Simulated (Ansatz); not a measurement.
**InCl (SMILES [Cl][In]) at 6 levels**

We compute a comparison of 6 runs (B2PLYP/STO-3G, SVWN5/STO-3G, UPBE/STO-3G, revPBE/STO-3G, MP2/STO-3G, FCI/STO-3G) of InCl. 

The calculation is run with Ansatz 0.2.0.

34 further runs of the same task are left out: 5 that didn't finish, 29 set aside as unsound or not needed.

### Step 1. The system as given

InCl: 2 atoms, total charge 0, spin state singlet. As SMILES, `[Cl][In]`. The In2–Cl1 distance was set to 4.771 Å, away from the relaxed value.

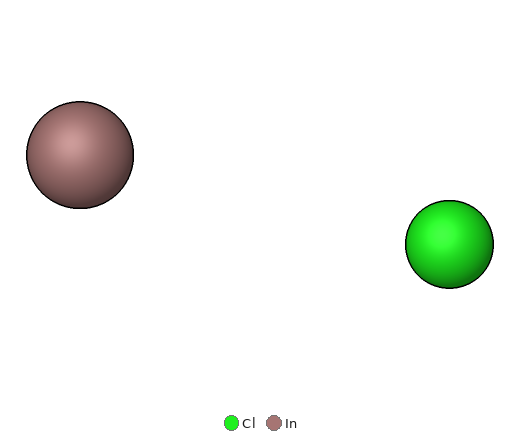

The structure, seen from a chosen angle (chlorine green, indium brown).

### Step 2. The energy at B2PLYP/STO-3G (run 1)

File run.yaml:

```yaml
crystal:
  periodic: [false, false, false]
  atoms:
    - {symbol: Cl, position_ang: [0.000000, 0.000000, -2.385640]}
    - {symbol: In, position_ang: [0.000000, 0.000000, 2.385660]}
basis:
  gaussian:
    orbitals: STO-3G
hamiltonian:
  xc: {name: B2PLYP}
correlation:
  frozen_orbitals: {Cl: 5, In: 18}
accuracy: high
```

The run is started by

```sh
$ ansatz run run.yaml --threads 1 --pin off --max-ram 2610MiB --events-out events.jsonl --progress --plain --runs-dir runs
```

Output:

```text
Warning: RAYON_NUM_THREADS=1 ignored (pool sized by the plan → 1); use --threads N
Functional definition: B2PLYP
  name "B2PLYP"
  parameter a = 0.53
  parameter c = 0.27
  exchange = (1 - a)*b88_x + a*exact_x
  correlation = (1 - c)*lyp_c + c*(mp2_os + mp2_ss)
599 factors; integrals over basis functions are off by at most 4.1e-9 eV
mean field evaluation 1: about -167057.1472 eV, gradient 2.6e0 eV
mean field evaluation 2: about -167057.1548 eV, gradient 2.6e0 eV
mean field evaluation 4: about -166869.0069 eV, gradient 1.5e2 eV
mean field evaluation 8: about -167057.7827 eV, gradient 8.9e-2 eV
mean field evaluation 16: about -167057.0665 eV, gradient 7.1e0 eV
mean field evaluation 32: about -167057.6993 eV, gradient 1.2e0 eV
mean field -167057.78303521 eV, -6139.2602907118 hartree, gradient 6.0e-9 eV, S^2 0.000000; 4 other end points of the search recorded, 0 dependent functions left out; unrestricted orbitals would lower it
23 core orbitals not correlated: weight in the atoms' cores, before any rotation towards them, 1.000 or more for the frozen orbitals, at most 0.000 for the correlated occupied ones
reference -167057.78305494 eV, -6139.2602914366 hartree; 10, 10 occupied and 3, 3 virtual orbitals, 599 factors
second order -2.04695387 eV of doubles, -0.00000000 eV of singles
Total energy: -167058.33573248 eV, -6139.2806019618 hartree
```

Wall time 2.4 s (1 thread of Arm Neoverse V2, shared host); peak memory 0.12 GiB.

### Step 3. A single-point energy at SVWN5/STO-3G (run 2)

File job.yaml:

```yaml
basis:
  gaussian:
    orbitals: STO-3G
crystal:
  periodic: [false, false, false]
  atoms:
    - symbol: Cl
      position_ang: [0.000000, 0.000000, -2.385640]
    - symbol: In
      position_ang: [0.000000, 0.000000, 2.385660]
hamiltonian:
  xc: {name: SVWN5}
accuracy: high
```

The run is started by

```sh
$ ansatz run job.yaml --threads 1 --pin off --max-ram 2610MiB --events-out events.jsonl --progress --plain --runs-dir runs
```

Output:

```text
Warning: RAYON_NUM_THREADS=1 ignored (pool sized by the plan → 1); use --threads N
Functional definition: SVWN5
  name "SVWN5"
  exchange = slater_x
  correlation = vwn5_c
599 factors; integrals over basis functions are off by at most 4.1e-9 eV
mean field evaluation 1: about -166878.6764 eV, gradient 3.4e0 eV
mean field evaluation 2: about -166633.8330 eV, gradient 2.5e1 eV
mean field evaluation 4: about -166633.9339 eV, gradient 2.5e1 eV
mean field evaluation 8: about -166880.6216 eV, gradient 4.1e-1 eV
mean field evaluation 16: about -166854.3264 eV, gradient 3.3e1 eV
mean field evaluation 32: about -166785.9168 eV, gradient 5.8e1 eV
mean field evaluation 64: about -166872.6754 eV, gradient 4.1e1 eV
mean field -166880.63406289 eV, -6132.7501860546 hartree, gradient 3.6e-8 eV, S^2 0.000000; 3 other end points of the search recorded, 0 dependent functions left out
reference -166880.63406481 eV, -6132.7501861254 hartree; 33, 33 occupied and 3, 3 virtual orbitals, 599 factors
Total energy: -166880.63406481 eV, -6132.7501861254 hartree
```

Run time: 1.6 s. Hardware: 1 thread of Arm Neoverse V2, shared host; peak memory 0.092 GiB.

Run 3 isn't shown in full; the table further down has it.

### Step 4. The energy at revPBE/STO-3G (run 4)

File molecule.yaml:

```yaml
crystal:
  periodic: [false, false, false]
  atoms:
    - {symbol: Cl, position_ang: [0.000000, 0.000000, -2.385640]}
    - {symbol: In, position_ang: [0.000000, 0.000000, 2.385660]}
basis:
  gaussian:
    orbitals: STO-3G
hamiltonian:
  xc: {name: revPBE}
accuracy: high
```

The run is started by

```sh
$ ansatz run molecule.yaml --threads 1 --pin off --max-ram 2610MiB --events-out events.jsonl --progress --plain --runs-dir runs
```

Output:

```text
Warning: RAYON_NUM_THREADS=1 ignored (pool sized by the plan → 1); use --threads N
Functional definition: revPBE
  name "revPBE"
  parameter kappa = 1.245
  parameter beta = 0.06672455060314922
  exchange = pbe_x(kappa = kappa, mu = beta*pi^2/3)
  correlation = pbe_c(beta = beta)
599 factors; integrals over basis functions are off by at most 4.1e-9 eV
mean field evaluation 1: about -167062.1256 eV, gradient 3.2e0 eV
mean field evaluation 2: about -166816.5214 eV, gradient 2.5e1 eV
mean field evaluation 4: about -166816.6164 eV, gradient 2.5e1 eV
mean field evaluation 8: about -167063.9026 eV, gradient 1.8e-1 eV
mean field evaluation 16: about -167063.9040 eV, gradient 1.5e-8 eV
mean field evaluation 32: about -166972.3864 eV, gradient 6.5e1 eV
mean field evaluation 64: about -167063.8351 eV, gradient 3.8e-1 eV
mean field -167063.90402184 eV, -6139.4852328214 hartree, gradient 1.5e-8 eV, S^2 0.000000; 3 other end points of the search recorded, 0 dependent functions left out
reference -167063.90402432 eV, -6139.4852329125 hartree; 33, 33 occupied and 3, 3 virtual orbitals, 599 factors
Total energy: -167063.90402432 eV, -6139.4852329125 hartree
```

It took 2.7 s on 1 thread of Arm Neoverse V2, shared host; peak memory 0.096 GiB.

Run 5 isn't shown in full; the table further down has it.

### Step 5. The energy at FCI/STO-3G (run 6)

molecule.yaml, as its differences from that of step 4:

```diff
@@ -8,4 +8,8 @@
     orbitals: STO-3G
-hamiltonian:
-  xc: {name: revPBE}
+total_charge: 0
+magnetization:
+  spin_polarized: false
+correlation:
+  method: fci
+  frozen_orbitals: {Cl: 5, In: 18}
 accuracy: high
```

The run is started by

```sh
$ ansatz run molecule.yaml --threads 1 --pin off --max-ram 2610MiB --events-out events.jsonl --progress --plain --runs-dir runs
```

Output, shortened:

```text
Warning: RAYON_NUM_THREADS=1 ignored (pool sized by the plan → 1); use --threads N
Functional definition: HF
  name "HF"
[...]
599 factors; integrals over basis functions are off by at most 4.1e-9 eV
[...]
mean field -167005.08874728 eV, -6137.3238113476 hartree, gradient 1.7e-8 eV, S^2 0.000000; 4 other end points of the search recorded, 0 dependent functions left out; unrestricted orbitals would lower it
23 core orbitals not correlated: weight in the atoms' cores, before any rotation towards them, 1.000 or more for the frozen orbitals, at most 0.000 for the correlated occupied ones
reference -167005.08874728 eV, -6137.3238113476 hartree; 10, 10 occupied and 3, 3 virtual orbitals, 599 factors
state -167006.14363196 eV, -6137.3625776447 hartree
Total energy: -167006.14363196 eV, -6137.3625776447 hartree
```

Run time: 1.1 s. Hardware: 1 thread of Arm Neoverse V2, shared host; peak memory 0.095 GiB.

### Step 6. Overview of the runs

```tsv
run	level	frozen core orbitals	energy (Eh)	wall time
1	B2PLYP/STO-3G	23	-6139.280602	2.4 s
2	SVWN5/STO-3G	–	-6132.750186	1.6 s
3	UPBE/STO-3G	–	-6139.100961	21 s
4	revPBE/STO-3G	–	-6139.485233	2.7 s
5	MP2/STO-3G	23	-6137.347317	0.6 s
6	FCI/STO-3G	23	-6137.362578	1.1 s
```

### Step 7. What came out

| quantity | value |
| --- | --- |
| run 6: total energy | -6137.36258 Eh |
| run 6: correlation energy (23 core orbitals frozen) | -38.8 mEh |

Against full CI in this basis: MP2 +15.3 mEh. Totals of different functionals can't be ranked against each other. In runs 1, 5 the log says that unrestricted orbitals would lower the reference, so the values rest on an unstable closed-shell determinant (other closed-shell runs at this shape may share the fault). In runs 1, 2, 3, 4, 5, 6 the basis is minimal, so the values are rough. In runs 1, 2, 3, 4, 5, 6 relativity is left out where basis or elements ask for it. Spin contamination of the reference: run 3 ⟨S²⟩ = 0.40. All runs together took 30 s, the longest 21 s.
